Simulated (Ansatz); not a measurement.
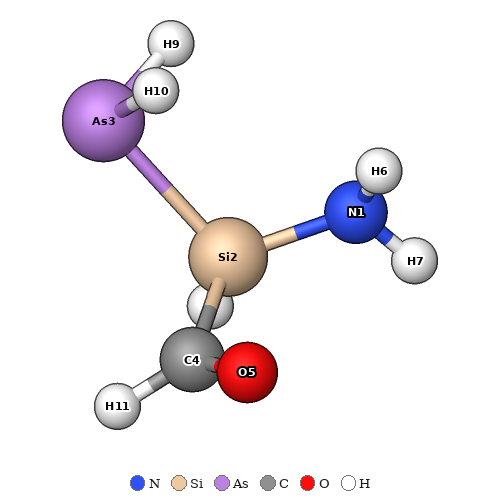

The system is CH6AsNOSi, SMILES N[SiH]([AsH2])C=O; the picture shows the reference structure. First axis: dihedral N1–Si2–As3–H9. Second axis: dihedral H6–N1–Si2–As3. Nothing is relaxed (all other coordinates rigid). The grid has 12 × 12 points. Energies are in cm⁻¹, from the relaxed molecule at the same level. Method: RKS PBE0-D4/def2-SVP (Ansatz).

Its coordinates:

```yaml
atoms:
  - { symbol: N, position_ang: [-1.1917, 1.0732, 0.3277] }
  - { symbol: Si, position_ang: [-0.3225, -0.4153, 0.2831] }
  - { symbol: As, position_ang: [1.8348, -0.2399, 1.2550] }
  - { symbol: C, position_ang: [0.0265, -1.0824, -1.4967] }
  - { symbol: O, position_ang: [-0.0918, -0.3708, -2.4654] }
  - { symbol: H, position_ang: [-0.7533, 1.9028, -0.0583] }
  - { symbol: H, position_ang: [-2.1828, 1.0630, 0.1074] }
  - { symbol: H, position_ang: [-1.1100, -1.4542, 1.0161] }
  - { symbol: H, position_ang: [1.3039, 0.6878, 2.3419] }
  - { symbol: H, position_ang: [2.1762, 0.9286, 0.3332] }
  - { symbol: H, position_ang: [0.3760, -2.1497, -1.6234] }
```

Range: dihedral N1–Si2–As3–H9 from −180 to 150°; dihedral H6–N1–Si2–As3 from −180 to 150°.

### What landscape does the calculation give?

The lowest grid point is at dihedral N1–Si2–As3–H9 = −60°, dihedral H6–N1–Si2–As3 = 60°, 10 cm⁻¹ from the relaxed molecule at the same level. The bottom of the well lies between grid points, at about dihedral N1–Si2–As3–H9 = −70°, dihedral H6–N1–Si2–As3 = 65°, about 28 cm⁻¹ lower on the interpolated surface. Higher local minima lie near dihedral N1–Si2–As3–H9 = 30°, dihedral H6–N1–Si2–As3 = 60° (18 cm⁻¹ above the lowest at that grid point); dihedral N1–Si2–As3–H9 = −180°, dihedral H6–N1–Si2–As3 = 60° (196 cm⁻¹ above the lowest at that grid point); dihedral N1–Si2–As3–H9 = 30°, dihedral H6–N1–Si2–As3 = −90° (596 cm⁻¹ above the lowest at that grid point). The highest grid point, dihedral N1–Si2–As3–H9 = 120°, dihedral H6–N1–Si2–As3 = −150°, lies 1539 cm⁻¹ above the lowest. On the interpolated surface the easiest way out of the lowest well to the well at dihedral N1–Si2–As3–H9 = 30°, dihedral H6–N1–Si2–As3 = 60° passes a barrier of about 350 cm⁻¹, counted from the interpolated bottom of the well. Round the minimum the two coordinates are weakly coupled (coupling −0.05 in units of the two stiffnesses).

| dihedral H6–N1–Si2–As3 ↓, dihedral N1–Si2–As3–H9 → | −180 | −150 | −120 | −90 | −60 | −30 | 0 | 30 | 60 | 90 | 120 | 150 |
| --- | --- | --- | --- | --- | --- | --- | --- | --- | --- | --- | --- | --- |
| 150 | 1235 | 1333 | 1125 | 797 | 919 | 1357 | 1389 | 1056 | 989 | 1308 | 1429 | 1227 |
| 120 | 832 | 1018 | 887 | 509 | 527 | 952 | 1035 | 754 | 758 | 1103 | 1174 | 872 |
| 90 | 379 | 557 | 537 | 199 | 118 | 451 | 526 | 295 | 381 | 797 | 905 | 546 |
| 60 | 205 | 297 | 326 | 83 | 10 | 278 | 283 | 28 | 155 | 607 | 767 | 454 |
| 30 | 403 | 407 | 379 | 210 | 250 | 544 | 504 | 153 | 244 | 696 | 844 | 613 |
| 0 | 711 | 713 | 565 | 365 | 527 | 917 | 894 | 475 | 474 | 896 | 1002 | 796 |
| −30 | 791 | 894 | 694 | 385 | 539 | 1014 | 1043 | 647 | 605 | 986 | 1056 | 794 |
| −60 | 725 | 915 | 791 | 415 | 448 | 908 | 991 | 659 | 668 | 1067 | 1128 | 780 |
| −90 | 673 | 849 | 839 | 497 | 418 | 797 | 894 | 606 | 687 | 1155 | 1261 | 864 |
| −120 | 791 | 858 | 885 | 642 | 563 | 867 | 943 | 640 | 727 | 1251 | 1429 | 1078 |
| −150 | 1076 | 1043 | 982 | 793 | 823 | 1118 | 1162 | 822 | 829 | 1324 | 1549 | 1310 |
| −180 | 1296 | 1283 | 1105 | 868 | 997 | 1361 | 1375 | 1026 | 955 | 1344 | 1549 | 1378 |

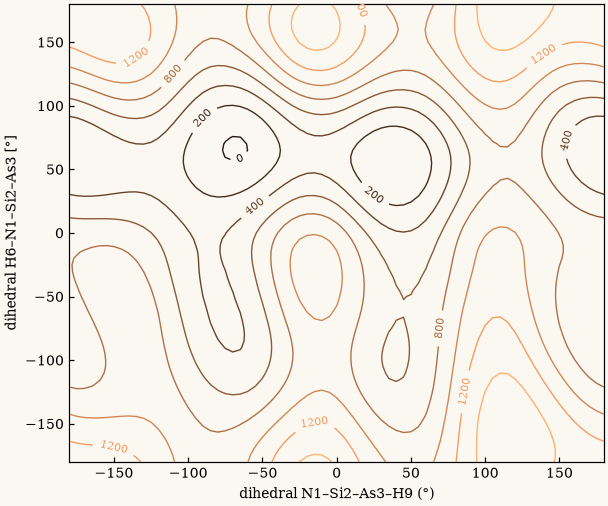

In the figure: contour lines labelled in cm⁻¹. Between grid points the surface is interpolated.

Each point was launched as `ansatz run input.yaml --threads 1 --pin off --max-ram 2560MiB --backend cpu --events-out ev --progress --plain --runs-dir out`. The whole map (144 points run) took 24 min on 1 thread of Arm Neoverse V2, with other jobs on the host.
